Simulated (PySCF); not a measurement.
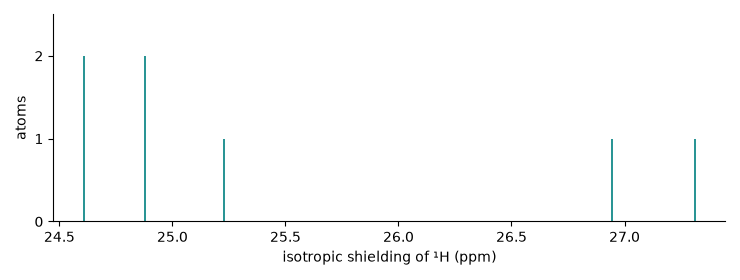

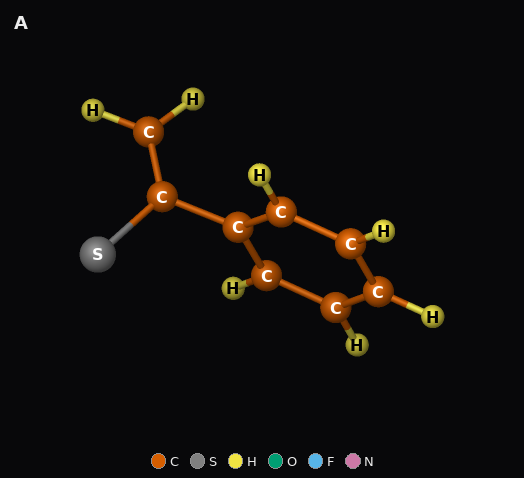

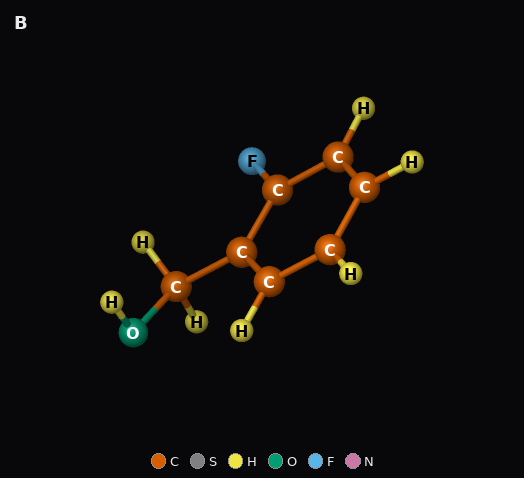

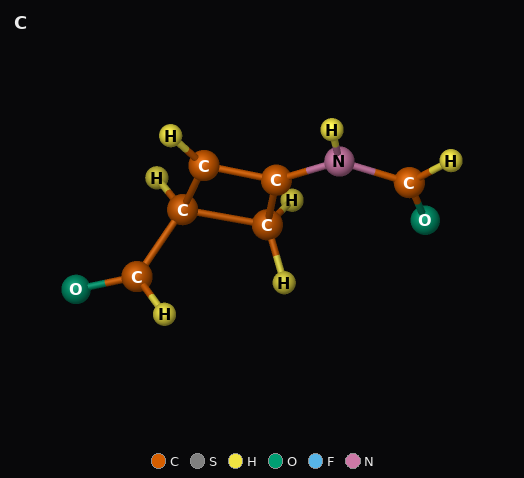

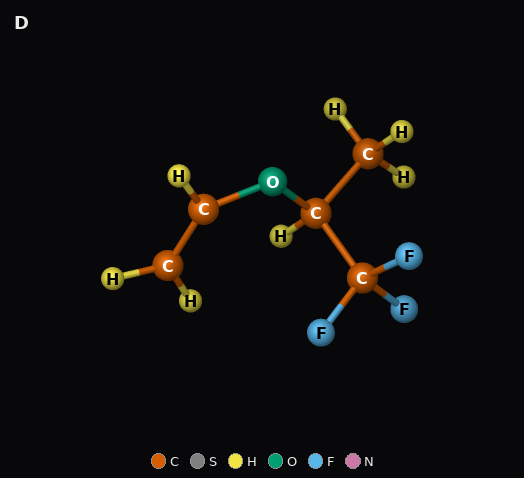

The sticks are computed shieldings of one of the molecules, for one fixed geometry (GFN2-xTB) without averaging over rotations. Low shielding means a high chemical shift. Method: GIAO PBE0/pcSseg-1 NMR shielding, non-relativistic, gas phase (PySCF 2.14.0).

### Match the spectrum to a structure.

A, `C=C([S-])c1ccccc1`. Its 7 H atoms give lines at 24.61 (2 atoms), 24.88 (2 atoms), 25.23, 26.94, 27.31 ppm.
